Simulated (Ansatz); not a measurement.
# SiH3Br (SMILES [SiH3]Br) at B2PLYP/def2-TZVP

Aim: the electronic atomisation energy of SiH3Br at B2PLYP/def2-TZVP, from 4 runs. 

The calculation is run with Ansatz 0.2.0.

54 further runs of the same task are left out: 1 that didn't finish, 53 set aside as unsound or not needed.

## Step 1: The structure to begin with

The species is SiH3Br (5 atoms), meant as a singlet with charge 0. As SMILES, `[SiH3]Br`. Geometry: relaxed at PBE0-D4/def2-TZVP.

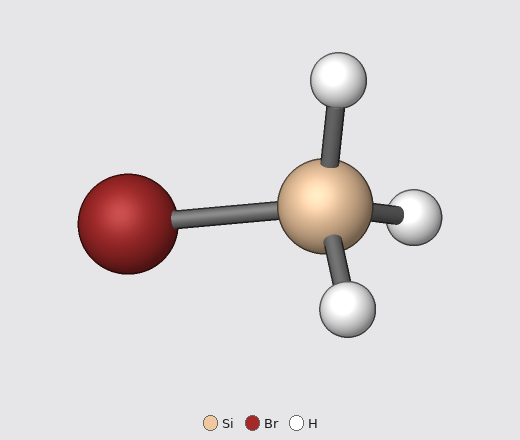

Viewed from a chosen angle; silicon light orange, bromine red, hydrogen white.

## Step 2: A single-point energy at B2PLYP/def2-TZVP

Contents of job.yaml:

```yaml
crystal:
  periodic: [false, false, false]
  atoms:
    - {symbol: Si, position_ang: [-0.147420, 0.056100, -0.043220]}
    - {symbol: Br, position_ang: [1.853020, -0.705130, 0.543250]}
    - {symbol: H, position_ang: [-1.064550, -0.105170, 1.107850]}
    - {symbol: H, position_ang: [-0.625550, -0.731350, -1.202270]}
    - {symbol: H, position_ang: [-0.015510, 1.485560, -0.405610]}
basis:
  gaussian:
    orbitals: def2-TZVP
hamiltonian:
  xc: {name: B2PLYP}
correlation:
  frozen_orbitals: {Br: 9, H: 0, Si: 5}
accuracy: high
output: {orbitals: {seedname: orbitals}}
```

Launch:

```
ansatz run job.yaml --threads 1 --pin off --max-ram 3480MiB --events-out events.jsonl --progress --plain --runs-dir runs
```

Standard output:

```text
Warning: RAYON_NUM_THREADS=1 ignored (pool sized by the plan → 1); use --threads N
Functional definition: B2PLYP
  name "B2PLYP"
  parameter a = 0.53
  parameter c = 0.27
  exchange = (1 - a)*b88_x + a*exact_x
  correlation = (1 - c)*lyp_c + c*(mp2_os + mp2_ss)
1659 factors; integrals over basis functions are off by at most 4.6e-9 eV
mean field evaluation 1: about -77956.3872 eV, gradient 7.4e0 eV
mean field evaluation 2: about -77956.5364 eV, gradient 7.7e0 eV
mean field evaluation 4: about -77956.7244 eV, gradient 1.8e0 eV
mean field evaluation 8: about -77956.7301 eV, gradient 3.0e-2 eV
mean field evaluation 16: about -77956.7301 eV, gradient 9.9e-6 eV
mean field -77956.73012501 eV, -2864.8569911247 hartree, gradient 7.9e-8 eV, S^2 0.000000; 0 other end points of the search recorded, 0 dependent functions left out
14 core orbitals not correlated: weight in the atoms' cores, before any rotation towards them, 1.000 or more for the frozen orbitals, at most 0.000 for the correlated occupied ones
reference -77956.73014798 eV, -2864.8569919687 hartree; 12, 12 occupied and 77, 77 virtual orbitals, 1659 factors
second order -12.89804750 eV of doubles, -0.00000000 eV of singles
Total energy: -77960.21262080 eV, -2864.9849704844 hartree
```

Run time: 8.7 s. Hardware: 1 thread of Arm Neoverse V2, shared host; peak memory 0.3 GiB.

## Step 3: The Br atom at the same level

Contents of molecule.yaml:

```yaml
crystal:
  periodic: [false, false, false]
  atoms:
    - {symbol: Br, position_ang: [0.000000, 0.000000, 0.000000]}
basis:
  gaussian:
    orbitals: def2-TZVP
magnetization:
  spin_polarized: true
  initial_magnetization: 1
hamiltonian:
  xc: {name: B2PLYP}
correlation:
  frozen_orbitals: {Br: 9}
accuracy: high
```

Run the same way, it converges to -2573.72884 Eh (log not shown).

## Step 4: The H atom at the same level

Contents of in.yaml:

```yaml
crystal:
  periodic: [false, false, false]
  atoms:
    - symbol: H
      position_ang: [0.000000, 0.000000, 0.000000]
basis:
  gaussian: {orbitals: def2-TZVP}
magnetization: {spin_polarized: true, initial_magnetization: 1}
hamiltonian: {xc: {name: B2PLYP}}
correlation: {frozen_orbitals: {H: 0}}
accuracy: high
```

Launch:

```
ansatz run in.yaml --threads 1 --pin off --max-ram 3480MiB --events-out events.jsonl --progress --plain --runs-dir runs
```

Standard output, shortened:

```text
Warning: RAYON_NUM_THREADS=1 ignored (pool sized by the plan → 1); use --threads N
[... 6 set-up lines as earlier in the session ...]
21 factors; integrals over basis functions are off by at most 4.9e-8 eV
mean field evaluation 1: about -13.5553 eV, gradient 9.2e-1 eV
mean field evaluation 2: about -13.5550 eV, gradient 9.2e-1 eV
mean field evaluation 4: about -13.5680 eV, gradient 3.9e-3 eV
mean field evaluation 8: about -13.5679 eV, gradient 7.0e-9 eV
mean field -13.56793857 eV, -0.4986125459 hartree, gradient 6.3e-9 eV, S^2 0.750000; 0 other end points of the search recorded, 0 dependent functions left out
reference -13.56795340 eV, -0.4986130906 hartree; 1, 0 occupied and 5, 6 virtual orbitals, 21 factors
second order 0.00000000 eV of doubles, -0.00000000 eV of singles
Total energy: -13.56795340 eV, -0.4986130906 hartree
```

Wall time 0.1 s (1 thread of Arm Neoverse V2, shared host).

## Step 5: The Si atom at the same level

Contents of in.yaml:

```yaml
crystal:
  periodic: [false, false, false]
  atoms:
    - symbol: Si
      position_ang: [0.000000, 0.000000, 0.000000]
basis:
  gaussian: {orbitals: def2-TZVP}
correlation: {frozen_orbitals: {Si: 5}}
hamiltonian: {xc: {name: B2PLYP}}
accuracy: high
magnetization: {spin_polarized: true, initial_magnetization: 2}
```

Run the same way, it converges to -289.25296 Eh (log not shown).

## Step 6: Summary of results

At B2PLYP/def2-TZVP, 14 core orbitals frozen:

| quantity | value |
| --- | --- |
| molecule: total energy | -2864.98497 Eh |
| molecule: HOMO energy (SCF part's orbitals) | -9.54 eV |
| molecule: LUMO energy (SCF part's orbitals) | 0.86 eV |
| molecule: HOMO–LUMO gap (SCF part's orbitals) | 10.40 eV |
| Br atom: total energy | -2573.72884 Eh |
| Br atom: ⟨S²⟩ | 0.754 |
| H atom: total energy | -0.49861 Eh |
| H atom: ⟨S²⟩ | 0.750 |
| Si atom: total energy | -289.25296 Eh |
| Si atom: ⟨S²⟩ | 2.007 |
| electronic atomisation energy | 13.805 eV |

Taking the molecule apart into free atoms costs 13.81 eV (318 kcal/mol), before zero-point energy and without spin-orbit coupling.
